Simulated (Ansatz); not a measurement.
**BBrH$_{2}$O$_{3}$Si: density, localisation and related maps**

```json
{"atom": "B", "x (Å)": "-2.7358", "y (Å)": "0.4409", "z (Å)": "2.6223"}
{"atom": "Br", "x (Å)": "-3.3063", "y (Å)": "-3.2987", "z (Å)": "3.0579"}
{"atom": "O", "x (Å)": "-2.4212", "y (Å)": "-0.2099", "z (Å)": "3.8147"}
{"atom": "O", "x (Å)": "-2.4737", "y (Å)": "-0.4609", "z (Å)": "1.5916"}
{"atom": "O", "x (Å)": "-0.4412", "y (Å)": "-1.9547", "z (Å)": "2.8385"}
{"atom": "Si", "x (Å)": "-2.0142", "y (Å)": "-1.5267", "z (Å)": "2.8274"}
{"atom": "H", "x (Å)": "-3.1535", "y (Å)": "1.5558", "z (Å)": "2.5063"}
{"atom": "H", "x (Å)": "-0.2058", "y (Å)": "-2.8846", "z (Å)": "2.9382"}
```

Geometry: B3LYP-D3(BJ)/def2-SVP.

Theory: isolated molecule in a Gaussian basis; Kohn-Sham density functional theory, functional PBE0 in Ansatz.

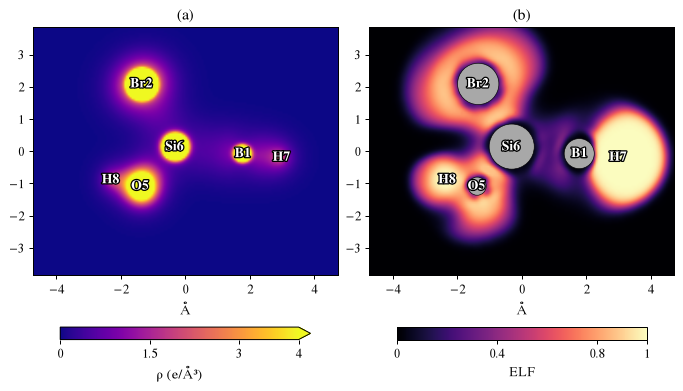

Figure 1. (a) total electron density; (b) electron localisation function on the plane of atoms Si6, O5 and H8. Grey discs cover the atomic cores in the ELF map.

**Describe what can be read from this map.**

- The plane passes through B, Br, O, Si and H nuclei.
- Si–O (1.63 Å): the density is about 1.2 e/Å³ at the midpoint; the ELF peaks at about 0.85 between the atoms (a shared but strongly polarised pair).
- Si–B (2.11 Å): ρ is about 0.58 e/Å³ halfway; the ELF is about 0.25 at the midpoint.
- Si–Br (2.21 Å): the density is about 0.81 e/Å³ at the midpoint; the ELF peaks at about 0.90 between the atoms: a shared but strongly polarised pair.
- O–H (0.96 Å): the density is about 3.7 e/Å³ at the midpoint; the ELF climbs to about 1 towards the hydrogen, as it does in any bond to H; an ordinary covalent bond to hydrogen.
- B–H (1.20 Å): ρ is about 1.3 e/Å³ halfway; the ELF climbs to about 1 towards the hydrogen (a covalent bond by its length).
- The ELF also peaks beside O5 and Br2, away from the bonds: lone-pair regions.

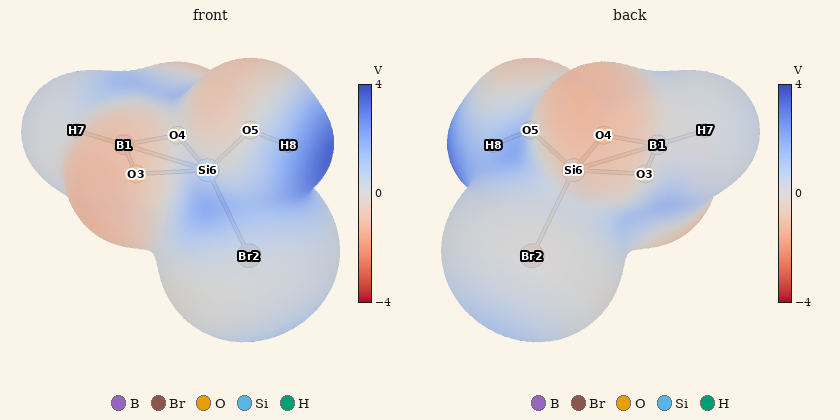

Figure 2. The electrostatic potential painted on the density surface at 0.002 e/bohr³, seen from the front and from behind; red is negative and blue positive.

**Where is the surface potential most negative and most positive?**

The most negative region (about −1.2 V) lies over O3 and O4, the most positive (about +3.3 V) over H8. Br2 shows a σ-hole: about +1.0 V at the tip opposite its bond, against about +0.1 V on its flanks.

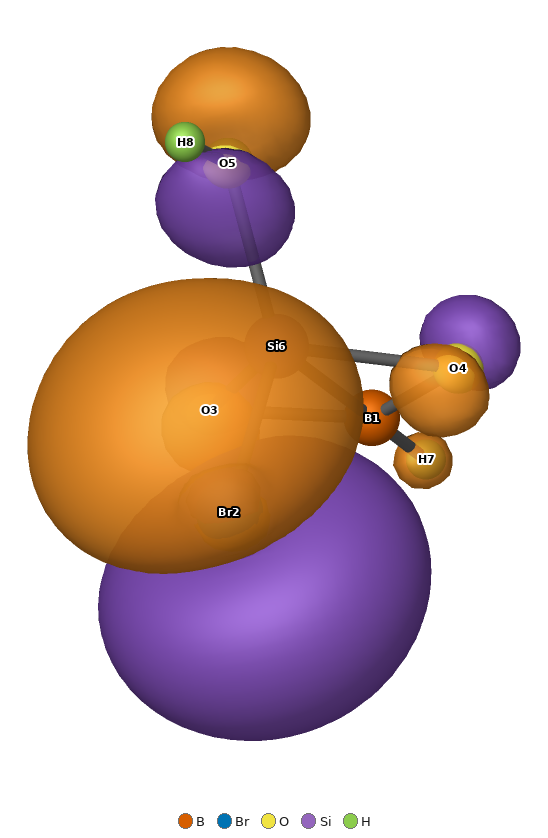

Figure 3. The HOMO−1 at ±0.08 Å⁻³ᐟ² (orange and purple are the two phases), seen at an oblique angle.

**Where does this orbital lie, and at what energy?**

By Hirshfeld shares it lies mainly on Br2 (about 85 %); largely a lone pair of Br2. Its energy is −9.35 eV.
